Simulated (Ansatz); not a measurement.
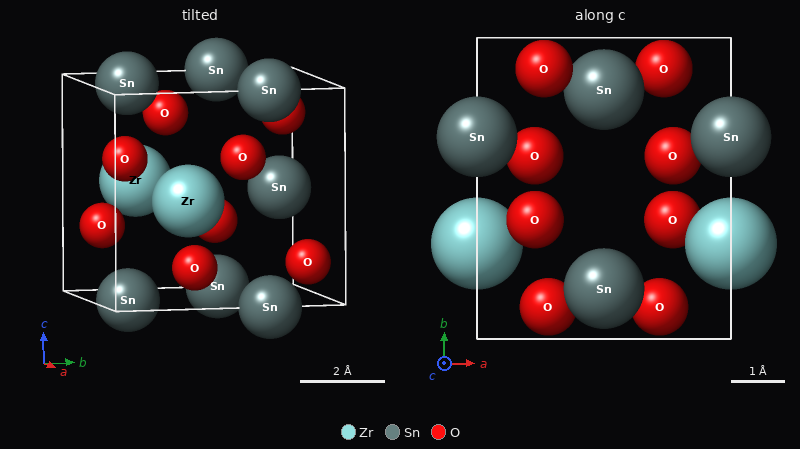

Spheres-only drawing of the structure, looking slightly off an axis and along the c axis. One conventional unit cell is outlined, and atoms on its boundary appear in each equivalent place.

ZrSn3O8, space group P2 (No. 3), a = 4.826 Å, b = 5.724 Å, c = 5.230 Å, α = 90.00°, β = 91.10°, γ = 90.00°. It goes back to a structure type filled with these elements by a generator (whether the compound takes this form wasn't checked). Earlier steps of the study, as a rule a relaxation of our own, may have changed the cell and positions, so they can lie some per cent off the listed ones. It was the input of a calculation with Ansatz.

This one geometry was computed with Ansatz (DFT, plane waves, PAW) at five levels of theory: PBE0, r2SCAN, PBE, PBE with spin-orbit coupling and HSE06. It was relaxed beforehand with r2SCAN.

> Which level gives the highest pressure at this volume, and what does that say about its equilibrium volume?

Highest: PBE (6.7 GPa) and PBE with spin-orbit coupling (6.7 GPa), which points to the largest equilibrium volume. Lowest, with the smallest volume: PBE0 (-1.8 GPa) and HSE06 (-1.7 GPa). Levels within 0.5 GPa of each other can't be told apart.

> How does the band gap change with the level of theory?

PBE with spin-orbit coupling: a gap of 2.50 eV, indirect; PBE: a gap of 2.50 eV, indirect; r2SCAN: a gap of 3.13 eV, indirect; HSE06: a gap of 4.19 eV, indirect; PBE0: a gap of 4.92 eV, indirect.

> Collect the results in a table.

| level | cutoff (eV) | k-mesh of the run's cell | gap (eV) | pressure (GPa) |
| --- | --- | --- | --- | --- |
| PBE0 | 420 | 4×4×4 | 4.92 | -1.8 |
| r2SCAN | 500 | 6×6×4 | 3.13 | 0.0 |
| PBE | 420 | 6×6×4 | 2.50 | 6.7 |
| PBE with spin-orbit coupling | 420 | 6×6×4 | 2.50 | 6.7 |
| HSE06 | 420 | 4×4×4 | 4.19 | -1.7 |

Gaps are taken on the k-mesh or band path of each run.
